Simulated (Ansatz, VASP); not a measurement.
# LiH in two plane-wave programs, part 2 of 2

Wanted: the spread between two codes on one cell, functional and k mesh. The cell is taken from a series of VASP runs on this material, whose earlier steps may have relaxed, scaled or displaced it; both programs get it as it stands. Valence electrons are named where the data sets of a main pair hold unlike numbers.

VASP 6.6.1 and Ansatz 0.2.0.

So far. Step 3 (Ansatz: single point, PBE): The run ends at a pressure of 0.33 GPa. Step 5 (VASP: band structure, PBE): The run ends at a pressure of 0.05 GPa.

## Step 7: Comparison

The two programs side by side:

| quantity | Ansatz | VASP | difference |
| --- | --- | --- | --- |
| pressure (GPa) | 0.33 | 0.05 | +0.28 |
| pressure without Ansatz's Pulay correction (GPa) | 0.21 | 0.05 | +0.16 |
| gap over the path points (eV) | 2.978 | 2.972 | +0.006 |

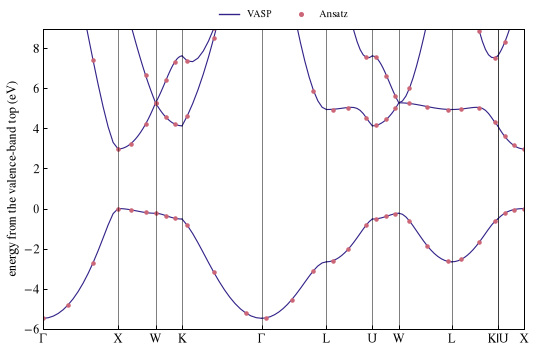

Bands from VASP (lines) and levels from Ansatz (dots). Dots without a line are higher empty bands that the VASP plot leaves out.

Levels at points of the path, from each program's valence-band top (eV; 1 filled, then empty):

| k (reciprocal lattice) | Ansatz | VASP |
| --- | --- | --- |
| 0.000 0.000 0.000 | -5.48 16.22 17.98 | -5.47 16.21 17.99 |
| 0.167 0.000 0.167 | -4.81 13.29 14.77 | -4.80 13.29 14.78 |
| 0.333 0.000 0.333 | -2.70 7.39 11.86 | -2.70 7.38 11.86 |
| 0.500 0.000 0.500 | 0.00 2.98 10.86 | 0.00 2.97 10.86 |
| 0.500 0.083 0.583 | -0.06 3.23 9.21 | -0.06 3.23 9.21 |
| 0.500 0.183 0.683 | -0.20 4.22 6.65 | -0.20 4.21 6.65 |
| 0.500 0.250 0.750 | -0.23 5.28 5.28 | -0.24 5.28 5.28 |
| 0.450 0.300 0.750 | -0.36 4.55 6.43 | -0.36 4.54 6.43 |
| 0.408 0.342 0.750 | -0.48 4.21 7.33 | -0.49 4.21 7.33 |
| 0.350 0.350 0.700 | -0.84 4.64 7.35 | -0.84 4.63 7.36 |

Among the levels compared at these points, filled levels agree within 5 meV and empty ones within 12 meV. Ansatz's pressure holds a Pulay correction of 0.12 GPa; VASP's holds none.

## Step 8: VASP: dielectric response, PBE

The response to a field tests empty states and converges slowly with the mesh.

INCAR

```
SYSTEM = LiH
PREC = Accurate
ENCUT = 650
EDIFF = 1E-08
NELM = 100
ISMEAR = 0
SIGMA = 0.01
LREAL = .FALSE.
ALGO = Normal
GGA = PE
NBANDS = 8
LORBIT = 11
LWAVE = .FALSE.
LCHARG = .FALSE.
KPAR = 2
LEPSILON = .TRUE.
```

POSCAR

```
LiH
1.0
    0.0000000000      1.9975096674      1.9975096674
    1.9975096674      0.0000000000      1.9975096674
    1.9975096674      1.9975096674      0.0000000000
Li H
1 1
Direct
    0.0000000000      0.0000000000      0.0000000000
    0.5000000000      0.5000000000      0.5000000000
```

KPOINTS

```
Automatic mesh
0
Gamma
14 14 14
0 0 0
```

The projector-augmented-wave data sets are Li_sv and H (PBE family, release 64).

Run with:

```
$ mpirun -np 2 vasp_std
```

Numbers of over 12 decimals in the logs are rounded to 6 here.

Output:

```text
[... set-up lines as in an earlier step ...]
 entering main loop
       N       E                     dE             d eps       ncg     rms          rms(c)
DAV:   1    -0.191242163342E+01   -0.19124E+01   -0.16980E+03  1672   0.519E+02
DAV:   2    -0.632449935210E+01   -0.44121E+01   -0.44121E+01  2384   0.525E+01
DAV:   3    -0.637038792174E+01   -0.45889E-01   -0.45889E-01  2008   0.555E+00
DAV:   4    -0.637073374921E+01   -0.34583E-03   -0.34583E-03  2600   0.387E-01
[...]
DAV:  13    -0.612688698167E+01   -0.77995E-07   -0.42558E-09  1392   0.357E-04    0.203E-05
DAV:  14    -0.612688700573E+01   -0.24065E-07   -0.19481E-10  1000   0.122E-04    0.186E-05
DAV:  15    -0.612688699646E+01    0.92702E-08   -0.26862E-11  1016   0.477E-05
   1 F= -.61268870E+01 E0= -.61268870E+01  d E =-.215057E-36
 Linear response reoptimize wavefunctions to high precision
DAV:   1    -0.612688699731E+01   -0.85032E-09   -0.30519E-12  1304   0.161E-05
DAV:   2    -0.612688699731E+01   -0.56843E-13   -0.69417E-13  1016   0.668E-06
 Linear response G [H, r] |phi>, progress :
  Direction:   1
[...]
RMM:   9    -0.170102824412E+00    0.22798E-05   -0.86406E-06  9617   0.611E-04    0.168E-05
RMM:  10    -0.170103029852E+00   -0.20544E-06   -0.12827E-05  8974   0.217E-04    0.165E-06
 change of polarisation eV/A/(eV/A) component  2 :    -0.032     0.300    -0.005
 dielectric tensor                  component  2 :    -0.368     4.410    -0.059
 Linear response to external field, progress :
  Direction:   3
       N       E                     dE             d eps       ncg     rms          rms(c)
RMM:   1    -0.134149622547E+00   -0.13415E+00   -0.21534E-01  8760   0.343E+00
RMM:   2    -0.149210268894E+00   -0.15061E-01   -0.92258E-03  8460   0.679E-01    0.498E-01
RMM:   3    -0.152715949688E+00   -0.35057E-02   -0.34019E-03  8665   0.354E-01    0.302E-01
RMM:   4    -0.168617346294E+00   -0.15901E-01   -0.23252E-03  7929   0.328E-01    0.232E-02
[...]
RMM:   8    -0.170105154916E+00    0.39563E-05   -0.82990E-06  9589   0.179E-03    0.457E-05
RMM:   9    -0.170102761769E+00    0.23931E-05   -0.90805E-06  9593   0.602E-04    0.175E-05
RMM:  10    -0.170103049181E+00   -0.28741E-06   -0.14986E-05  8987   0.209E-04    0.173E-06
 change of polarisation eV/A/(eV/A) component  3 :    -0.008    -0.020     0.300
 dielectric tensor                  component  3 :    -0.085    -0.233     4.410
 Born effective charges drift removed
```

From OUTCAR (step 8):

```text
  Total        0.0055069      0.0055069      0.0055069      0.0000000      0.0000000     -0.0000000
  in kB        0.5535027      0.5535027      0.5535027      0.0000000      0.0000000     -0.0000000
  external PRESSURE =       0.5535027 kB  Pullay stress =       0.0000000 kB

 POSITION                                       TOTAL-FORCE (eV/Angst)
 -----------------------------------------------------------------------------------
      0.00000      0.00000      0.00000         0.000000      0.000000      0.000000
      1.99751      1.99751      1.99751        -0.000000     -0.000000     -0.000000
 -----------------------------------------------------------------------------------
    total drift:                                0.000000     -0.000000     -0.000000

 MACROSCOPIC STATIC DIELECTRIC TENSOR (including local field effects in DFT)
 ------------------------------------------------------
           4.409527     0.000000     0.000000
           0.000000     4.409527     0.000000
           0.000000    -0.000000     4.409527
 ------------------------------------------------------

[... 1 part as in an earlier step ...]

[... 1 further part left out ...]
```

Energies printed during the response cycles are not total energies of the cell.

## Step 9: Ansatz: dielectric response, PBE

The same cell, functional and mesh now go to Ansatz, which takes its cutoff from its data sets.

The cell is taken from a series of VASP runs on this material, whose earlier steps may have relaxed, scaled or displaced it; both programs get it as it stands.

input.yaml

```yaml
crystal:
  lattice:
    - [0.0, 1.9975096674, 1.9975096674]
    - [1.9975096674, 0.0, 1.9975096674]
    - [1.9975096674, 1.9975096674, 0.0]
  atoms:
    - { symbol: Li, position: [0.0, 0.0, 0.0] }
    - { symbol: H, position: [0.5, 0.5, 0.5] }
hamiltonian:
  xc: pbe
  pseudopotentials: { kind: paw }
kpoints:
  mp_grid: { grid: [14, 14, 14] }
scf:
  occupations: { method: fixed }
dielectric:
  method: response
```

Run with:

```
$ ansatz run input.yaml --threads 2 --pin off --max-ram 4608MiB --backend cpu --events-out ev --progress --plain --runs-dir out
```

Output:

```text
[...]
Crystal: 2 atoms, lattice volume = 15.940 Å³
Basis set: ecut = 420 eV, 331 PW (Γ), exchange–correlation on 40×40×40 points (8 copies of the dense FFT grid, shifted against one another)
Bands: 6, of which v1, the nominal top of the filled ones, is band 2 counted from 1 (1 counted from 0)
Symmetry: 48 space group operations
k-points: 244 of 2744 (irreducible under 8 space group operations, time reversal used)
[...]
site 0:
         1.01829    0.00000   -0.00000
         0.00000    1.01829    0.00000
         0.00000   -0.00000    1.01829
    site 1:
        -1.01829   -0.00000    0.00000
        -0.00000   -1.01829   -0.00000
        -0.00000    0.00000   -1.01829
  Z* charge neutrality: 3.617e-4 e pre-enforcement
  solved inside a basis spanned on kpoints, on 14×14×14 k-points, its susceptibility summed on 18×18×18: ε∞ is read to err by 1.1e-2, Z* by 4.3e-3 e (field_mesh: kpoints solves on kpoints); Z* is corrected for what the basis lacks
[key lines of the parts left out:]
SCF converged after 6 iterations
Free energy (F): -221.391608 eV
Fermi energy:    0.790117 eV
```

It took 23 s on 2 threads of Arm Neoverse N1, shared host; peak memory 0.37 GiB.

## Step 10: Differences

What differs besides the data sets and the points named for the pairs above, as far as they apply: VASP's response is taken on the typed mesh, Ansatz refines its own for the field response alone. Total energies have different zeros and are not compared.

Compared:

| quantity | Ansatz | VASP | difference |
| --- | --- | --- | --- |
| ε∞ xx | 4.40 | 4.41 | -0.32 % |
| ε∞ yy | 4.40 | 4.41 | -0.32 % |
| ε∞ zz | 4.40 | 4.41 | -0.32 % |
| Born charge of Li1 (mean of the diagonal) (e) | 1.02 | 1.02 | 0.00 |
| Born charge of H2 (mean of the diagonal) (e) | -1.02 | -1.02 | 0.00 |

## Step 11: Results

```
difference in gap on the k mesh (single point, PBE)                           : 0.0057 eV
largest difference of a filled level at the path points (band structure, PBE) : 4.7 meV
difference in ε∞ xx (dielectric response, PBE)                                : -0.32 %
```

In words: The difference in gap on the k mesh is 0.0057 eV (single point, PBE), within the 0.08 eV picked in this series as the mark of a large difference. 1 further run of this series is not shown here. How closely two codes agree says nothing of how well the functional describes the real material.

[Lines on the potential files, build, host, timing and source positions are cut from VASP's logs without a mark.]

[Logs are printed without paths, hosts, clocks, repeated set-up lines and the standing remarks that a program may print on its own settings, such as how far it seeks lower states.]

[Hosts, paths, dates, database ids (printed as entryN), source tags and the programs' standing remarks are cut or masked in the printed files.]
